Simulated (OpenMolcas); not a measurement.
```
&GATEWAY
Basis set
Co.ANO-RCC-VTZP.
Co1 0.0 0.0 0.0 Angstrom
End of basis
Basis set
F.ANO-RCC-VDZP.
L1 1.827000 0.000000 0.000000 Angstrom
L2 0.000000 1.827000 0.000000 Angstrom
L3 0.000000 0.000000 1.827000 Angstrom
End of basis
Basis set
Cs.EMB-AIMP.Seijo.0s.0s.ECP.Cs2GeF6.
PseudoCharge
* 16 symmetry-unique lattice sites within 7.6 angstrom
End of basis
Basis set
F.EMB-AIMP.Seijo.0s.0s.ECP.Cs2GeF6.
PseudoCharge
* 27 symmetry-unique lattice sites within 7.6 angstrom
End of basis
Basis set
Ge.EMB-AIMP.Seijo.0s.0s.ECP.Cs2GeF6.
PseudoCharge
* 6 symmetry-unique lattice sites within 7.6 angstrom
End of basis
Symmetry
XYZ
AngMom=0.0 0.0 0.0
AMFI
RICD
XField
1358 Angstrom 0
* Evjen-weighted lattice charges
&SEWARD
&RASSCF
FileOrb=start.orb
Symmetry=1
Spin=6
nActEl=5 0 0
Inactive=18 21
Ras2=5 0
CIRoot=1 1 1
SDav=1
CIMx=300
Iter=150 100
PrWF=0.3
OrbListing=Nothing
MaxOrb=0
LevShft=1.0
>>> COPY $Project.JobIph JOB001
&RASSCF
FileOrb=start.orb
Symmetry=1
Spin=4
nActEl=5 0 0
Inactive=18 21
Ras2=5 0
CIRoot=24 24 1
SDav=24
CIMx=300
Iter=150 100
PrWF=0.3
OrbListing=Nothing
MaxOrb=0
LevShft=1.0
>>> COPY $Project.JobIph JOB002
&RASSCF
FileOrb=start.orb
Symmetry=1
Spin=2
nActEl=5 0 0
Inactive=18 21
Ras2=5 0
CIRoot=75 75 1
SDav=75
CIMx=300
Iter=150 100
PrWF=0.3
OrbListing=Nothing
MaxOrb=0
LevShft=1.0
>>> COPY $Project.JobIph JOB003
&RASSI
NrOfJobIphs=3 1 24 75
1
1 2 3 4 5 6 7 8 9 10 11 12 13 14 15 16 17 18 19 20 21 22 23 24
1 2 3 4 5 6 7 8 9 10 11 12 13 14 15 16 17 18 19 20 21 22 23 24 25 26 27
28 29 30 31 32 33 34 35 36 37 38 39 40 41 42 43 44 45 46 47 48 49 50 51
52 53 54 55 56 57 58 59 60 61 62 63 64 65 66 67 68 69 70 71 72 73 74 75
IphNames
JOB001
JOB002
JOB003
EJob
SpinOrbit
DIPRint=1.0
SOCoupling=1000.0
Subsets=2
Property=9
'ANGMOM' 1 'ANGMOM' 2 'ANGMOM' 3 'MLTPL  1' 1 'MLTPL  1' 2 'MLTPL  1' 3
'AMFI' 1 'AMFI' 2 'AMFI' 3
SOProperty=3
'ANGMOM' 1 'ANGMOM' 2 'ANGMOM' 3
```

Command:
```bash
OMP_NUM_THREADS=1 MOLCAS_MEM=2457 MOLCAS_PROJECT=a pymolcas a.inp > a.log  # once for each step of the input, in one work folder
```

Computed with OpenMolcas: state-averaged CASSCF, active space 5 electrons in the shell 3d, basis ANO-RCC-VTZP on the metal and ANO-RCC-VDZP on the ligands, DKH2 scalar Hamiltonian, spin-orbit coupling by RASSI with atomic mean-field integrals. Powder susceptibility by Van Vleck's formula.

Co⁴⁺ (3d⁵) as a dopant in Cs₂GeF₆, a cluster with its 6 nearest F⁻ at 1.827 Å (octahedron) embedded in model potentials and point charges; the geometry was set, not optimised. The cluster and the levels that result:

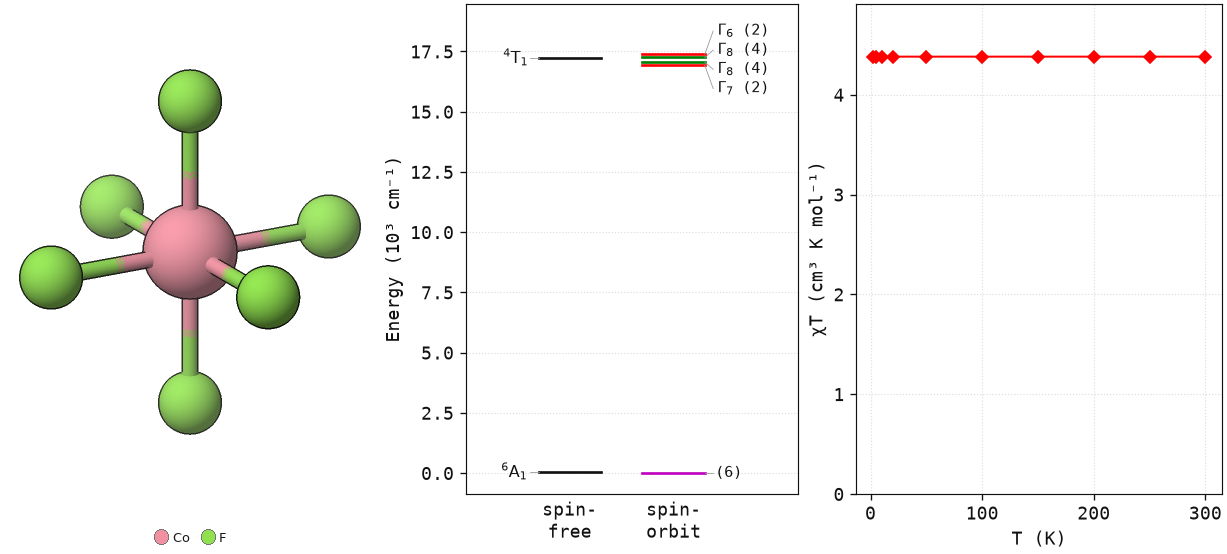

Labels give the representation in O, Td, D4 or D3 as the site allows (double group for half-integer spin) where it could be assigned and, in brackets, the degeneracy; spin-free states, where drawn, share the zero of the spin-orbit levels.

The ground level is 6-fold degenerate, 100 % from states of spin multiplicity 6. The next level lies at 16,900 cm⁻¹ (Γ₇). The lowest spin-free state is ⁶A₁. χT is 4.38 cm³ K mol⁻¹ at 2 K and 4.38 at 300 K, an effective moment of 5.92 μB. The active orbitals hold 76 to 95 % metal character (Löwdin), and the Mulliken charge of the metal is +2.40.

Note: small active space favours high spin, ground spin may be wrong; covalent bonds, ligand orbitals missing from the active space; the geometry is set by hand, with no relaxation and no charge compensation.
